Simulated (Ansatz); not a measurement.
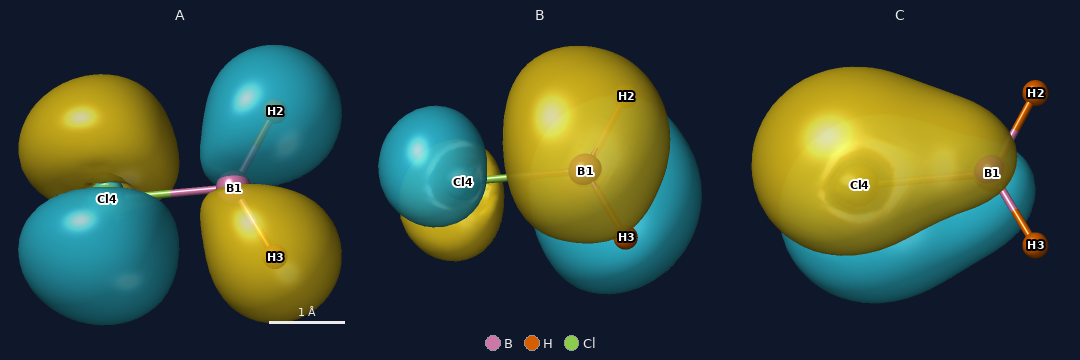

Figure 1: BClH2. Three frontier orbitals at ±0.1 Å⁻³ᐟ² (yellow and cyan are the two phases), in no order.

The calculation used RKS PBE0/def2-SVP in Ansatz 0.2.0.

### Order the three orbitals by energy and name them.

C is the HOMO−1 (−10.09 eV). It lies mainly on Cl4 (about 85 %) and B1 (about 15 %); it changes sign across the molecular plane (π type). A is the HOMO (−8.53 eV). Its weight (Hirshfeld) is mainly on Cl4 (about 60 %), B1 (about 15 %), H2 (about 10 %) and H3 (about 10 %); it is symmetric in the molecular plane (an in-plane orbital: σ, lone-pair or in-plane π type). B is the LUMO (−1.69 eV). By Hirshfeld shares it lies mainly on B1 (about 65 %), Cl4 (about 20 %), H2 (about 5 %) and H3 (about 5 %); it changes sign across the molecular plane (π type).

### What is the HOMO–LUMO gap?

6.84 eV between the orbital energies.
